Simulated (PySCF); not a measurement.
# Cl$_{4}$O$_{2}$Si$_{2}$: what the fields show

Input

```
{"job": {"kind": "nmr", "xc": "PBE0", "basis": "pcSseg-1"}, "charge": 0, "multiplicity": 1}
Cl     2.759467    -0.663910    -0.504079
Si     1.113825     0.428591    -0.073533
Cl     1.623604     2.363143     0.222613
O      0.163869    -0.223088     1.155689
Si    -1.103128    -0.435581     0.066510
Cl    -2.748506     0.656005     0.499255
Cl    -1.610207    -2.370169    -0.231954
O     -0.152895     0.216669    -1.162368
```

Launched as:

```sh
OMP_NUM_THREADS=1 python cluster_run.py task.json out
```

Geometry: PBE0-D3(BJ)/def2-SVP.

Theory: PBE0/pcSseg-1, SCF density, gas phase, non-relativistic in PySCF.

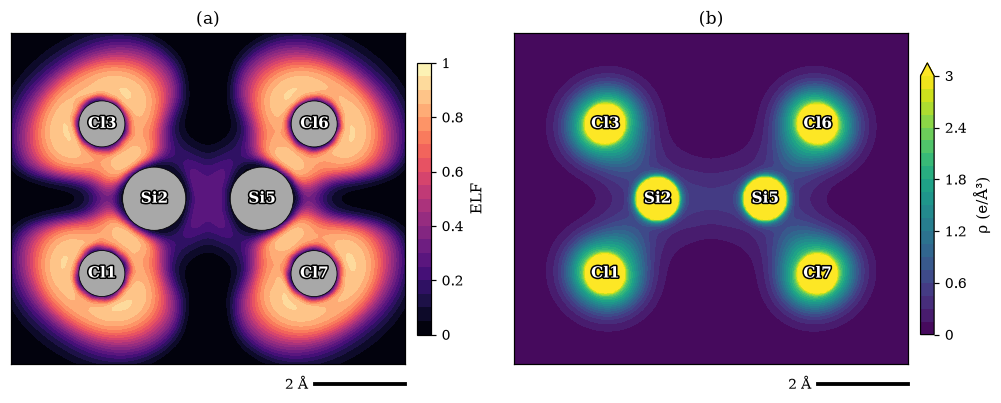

Figure 1. (a) ELF; (b) electron density on the plane of atoms Cl1, Si2 and Si5. Grey discs cover the atomic cores in the ELF map.

Q: Describe what can be read from this map.

A: The section cuts through Cl and Si sites.
Si–Cl (2.02 Å): the density is about 0.98 e/Å³ at the midpoint; the ELF peaks at about 0.90 between the atoms (a polar covalent bond).
Si–Si (2.38 Å): ρ at the midpoint is about 0.49 e/Å³; the ELF is about 0.25 at the midpoint.
The ELF also peaks beside Cl1, Cl7, Cl6 and Cl3, away from the bonds: lone-pair regions.

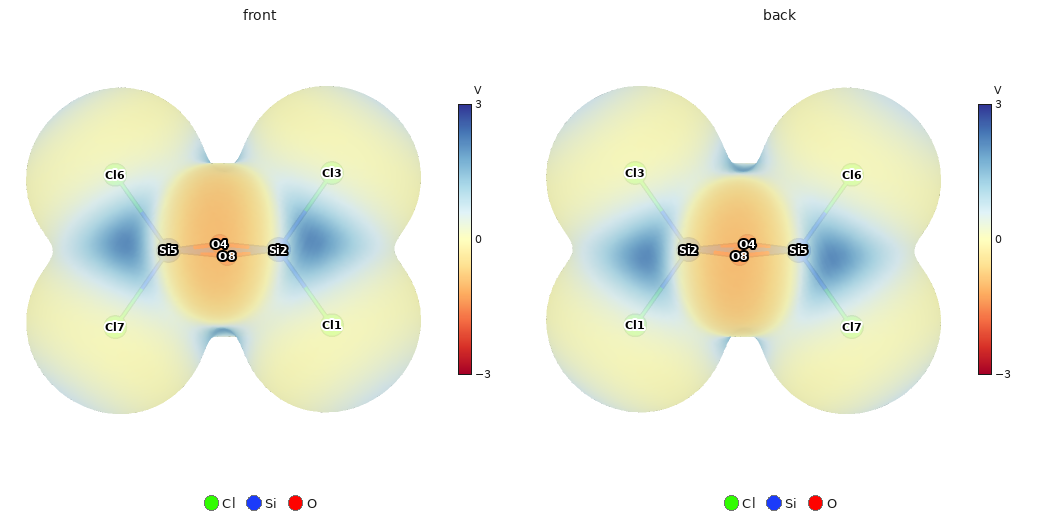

Figure 2. The molecular electrostatic potential painted on the density surface at 0.002 e/bohr³, seen from the front and from behind; red is negative and blue positive.

Q: Describe the electrostatic potential map.

A: The most negative region (about −0.9 V, or −21 kcal/mol for a unit charge) lies over O4 and O8, the most positive (about +2.1 V, or +48 kcal/mol for a unit charge) over Si2 and Si5. Cl1 shows a σ-hole: about +0.6 V, or +14 kcal/mol for a unit charge at the tip opposite its bond, against about +0.1 V on its flanks. Cl3 shows a σ-hole: about +0.6 V, or +14 kcal/mol for a unit charge at the tip opposite its bond, against about +0.1 V on its flanks. Cl6 shows a σ-hole: about +0.6 V, or +14 kcal/mol for a unit charge at the tip opposite its bond, against about +0.1 V on its flanks. Cl7 shows a σ-hole: about +0.6 V, or +14 kcal/mol for a unit charge at the tip opposite its bond, against about +0.1 V on its flanks.
